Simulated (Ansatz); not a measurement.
## What a change does: single-point calculation on CH8N3NbO

System: CH8N3NbO, SMILES C[O][Nb](=[NH])([NH2])[NH2].
Method of the first run: RKS r2SCAN-D4/def2-TZVPP (Ansatz 0.2.0).

The geometry comes from this level: PBE0-D4/def2-TZVP. Text and figures count atoms from 1; the logs count them from 0 in places.

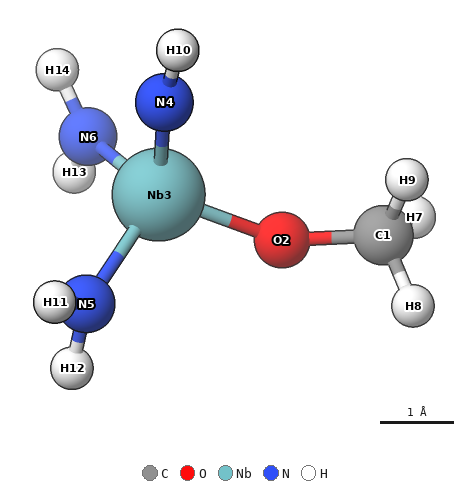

The structure as given in the input (ball-and-stick view, seen at a tilt; atoms are numbered from 1 in the order of the input). Sticks mark near contacts. Bond lengths as drawn: C–H 1.10 Å, C–O 1.39 Å, H–N 1.01 Å, Nb–O 1.89 Å and N–Nb 1.75 to 1.99 Å.

## Input file, the first run
```yaml
crystal:
  periodic: [false, false, false]
  atoms:
    - {symbol: C, position_ang: [-0.508850, -0.147585, 2.487346]}
    - {symbol: O, position_ang: [-0.463816, -0.395653, 1.118356]}
    - {symbol: Nb, position_ang: [0.164562, 0.090983, -0.601676]}
    - {symbol: N, position_ang: [1.189114, 1.511349, -0.612845]}
    - {symbol: N, position_ang: [-1.385669, 0.537466, -1.763225]}
    - {symbol: N, position_ang: [1.280634, -1.382711, -1.332667]}
    - {symbol: H, position_ang: [-0.123997, -1.011971, 3.039327]}
    - {symbol: H, position_ang: [-1.542261, 0.030375, 2.804043]}
    - {symbol: H, position_ang: [0.091241, 0.729031, 2.753671]}
    - {symbol: H, position_ang: [1.759037, 2.332609, -0.481597]}
    - {symbol: H, position_ang: [-1.491331, 1.383055, -2.300998]}
    - {symbol: H, position_ang: [-2.162119, -0.083863, -1.942166]}
    - {symbol: H, position_ang: [0.968004, -2.338015, -1.435570]}
    - {symbol: H, position_ang: [2.212551, -1.284368, -1.703101]}
basis:
  gaussian: {orbitals: def2-TZVPP}
hamiltonian: {xc: r2scan, dispersion: d4}
output: {forces: true, orbitals: {seedname: orbitals}}
```

Command:
```bash
ansatz run in.yaml --threads 4 --pin off --events-out ev --progress --plain --max-ram 11315MiB
```

Hardware: 4 threads of Arm Neoverse V2, 23 GiB of memory available, shared host.

## Output (the first run)
```
Functional definition: r2SCAN
  parameter k0 = 0.174
  parameter k1 = 0.065
  parameter a1 = 4.9479
  exchange = r2scan_x(k0 = k0, k1 = k1, a1 = a1)
  correlation = r2scan_c
1597 factors; their error is unknown
mean field evaluation 1: about -9207.0195 eV, gradient 1.3e2 eV
mean field evaluation 2: about -9016.8625 eV, gradient 3.2e2 eV
mean field evaluation 4: about -9232.5316 eV, gradient 5.7e1 eV
mean field evaluation 8: about -9239.3406 eV, gradient 1.1e0 eV
mean field evaluation 16: about -9239.3282 eV, gradient 6.9e-3 eV
mean field -9239.32820791 eV, -339.5390489991 hartree, gradient 3.9e-5 eV, S^2 0.000000; 0 other end points of the search recorded, 0 dependent functions left out
the calculation of the forces begins
reference -9239.32823966 eV, -339.5390501657 hartree; 28, 28 occupied and 295, 295 virtual orbitals, 1597 factors
Total energy: -9239.41188615 eV, -339.5421241176 hartree
Atom 0 at    -0.508850    -0.147585     2.487346 Å, force    -0.011289     0.050750     0.300859 eV/Å
Atom 1 at    -0.463816    -0.395653     1.118356 Å, force    -0.070840    -0.118199    -0.086144 eV/Å
Atom 2 at     0.164562     0.090983    -0.601676 Å, force    -0.146770    -0.208376    -0.019845 eV/Å
Atom 3 at     1.189114     1.511349    -0.612845 Å, force     0.246587     0.337727    -0.021527 eV/Å
Atom 4 at    -1.385669     0.537466    -1.763225 Å, force    -0.092453     0.030085    -0.056172 eV/Å
Atom 5 at     1.280634    -1.382711    -1.332667 Å, force     0.066517    -0.084616    -0.030013 eV/Å
Atom 6 at    -0.123997    -1.011971     3.039327 Å, force    -0.004278     0.005653    -0.001206 eV/Å
Atom 7 at    -1.542261     0.030375     2.804043 Å, force     0.005708    -0.002396     0.000997 eV/Å
Atom 8 at     0.091241     0.729031     2.753671 Å, force    -0.001018    -0.001839    -0.003625 eV/Å
Atom 9 at     1.759037     2.332609    -0.481597 Å, force     0.031933     0.047700     0.015185 eV/Å
Atom 10 at    -1.491331     1.383055    -2.300998 Å, force    -0.029898     0.020838    -0.032452 eV/Å
Atom 11 at    -2.162119    -0.083863    -1.942166 Å, force    -0.039948    -0.007474    -0.025912 eV/Å
Atom 12 at     0.968004    -2.338015    -1.435570 Å, force     0.010299    -0.043765    -0.017920 eV/Å
Atom 13 at     2.212551    -1.284368    -1.703101 Å, force     0.035452    -0.026086    -0.022225 eV/Å
Dipole moment:    -0.096923    -0.125757     0.037192 e Å
```

For the second run the input was changed thus:
```diff
-hamiltonian: {xc: r2scan, dispersion: d4}
+hamiltonian: {xc: pbe, dispersion: d4}
```

What does this change do to the results?

The total energies belong to different models, so their difference says nothing on which is more stable or more accurate. The largest force goes from 0.419 to 0.462 eV/Å. The HOMO goes from −5.72 to −5.43 eV. The LUMO goes from −0.78 to −0.94 eV. The dipole moment goes from 0.78 to 0.74 D. On the same kind of shared host the second run took about 0.55 times as long.

## Output (the second run)
```
Functional definition: PBE
  parameter kappa = 0.804
  parameter beta = 0.06672455060314922
  exchange = pbe_x(kappa = kappa, mu = beta*pi^2/3)
  correlation = pbe_c(beta = beta)
1597 factors; their error is unknown
mean field evaluation 1: about -9195.9442 eV, gradient 1.4e2 eV
mean field evaluation 2: about -8961.6623 eV, gradient 3.4e2 eV
mean field evaluation 4: about -9221.6943 eV, gradient 7.9e1 eV
mean field evaluation 8: about -9234.2687 eV, gradient 3.0e0 eV
mean field evaluation 16: about -9234.2699 eV, gradient 3.2e-3 eV
mean field -9234.26986032 eV, -339.3531581539 hartree, gradient 5.1e-5 eV, S^2 0.000000; 0 other end points of the search recorded, 0 dependent functions left out
the calculation of the forces begins
reference -9234.26995338 eV, -339.3531615736 hartree; 28, 28 occupied and 295, 295 virtual orbitals, 1597 factors
Total energy: -9234.58295714 eV, -339.3646642497 hartree
Atom 0 at    -0.508850    -0.147585     2.487346 Å, force    -0.003086     0.036803     0.190273 eV/Å
Atom 1 at    -0.463816    -0.395653     1.118356 Å, force    -0.132720    -0.202089    -0.075357 eV/Å
Atom 2 at     0.164562     0.090983    -0.601676 Å, force    -0.253127    -0.362712    -0.048758 eV/Å
Atom 3 at     1.189114     1.511349    -0.612845 Å, force     0.274073     0.364009    -0.074059 eV/Å
Atom 4 at    -1.385669     0.537466    -1.763225 Å, force     0.040437     0.008636     0.052071 eV/Å
Atom 5 at     1.280634    -1.382711    -1.332667 Å, force    -0.015371     0.048613     0.043269 eV/Å
Atom 6 at    -0.123997    -1.011971     3.039327 Å, force     0.079852    -0.184331     0.144026 eV/Å
Atom 7 at    -1.542261     0.030375     2.804043 Å, force    -0.226345     0.040015     0.093760 eV/Å
Atom 8 at     0.091241     0.729031     2.753671 Å, force     0.127293     0.191459     0.079187 eV/Å
Atom 9 at     1.759037     2.332609    -0.481597 Å, force     0.208138     0.301553     0.055493 eV/Å
Atom 10 at    -1.491331     1.383055    -2.300998 Å, force    -0.059491     0.287270    -0.199440 eV/Å
Atom 11 at    -2.162119    -0.083863    -1.942166 Å, force    -0.275166    -0.202962    -0.076456 eV/Å
Atom 12 at     0.968004    -2.338015    -1.435570 Å, force    -0.091961    -0.335003    -0.046630 eV/Å
Atom 13 at     2.212551    -1.284368    -1.703101 Å, force     0.327472     0.008739    -0.137378 eV/Å
Dipole moment:    -0.090937    -0.117485     0.037051 e Å
```

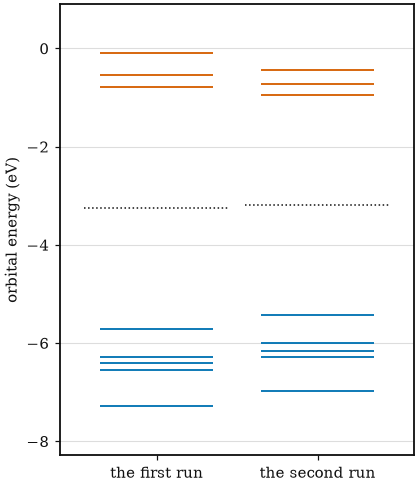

The five highest filled and three lowest empty orbital energies of the two runs; the dotted lines part filled from empty levels. The HOMO–LUMO gap is 4.94 eV in the first run and 4.49 eV in the second run.

## The two runs side by side

```csv
quantity,the first run,the second run
outcome,converged,converged
total energy (hartree),−339.542124,−339.364664
HOMO (eV),−5.72,−5.43
LUMO (eV),−0.78,−0.94
dipole moment (D),0.78,0.74
largest force (eV/Å),0.419,0.462
basis functions,323,323
wall time (shared host),6.5 s,3.6 s
```
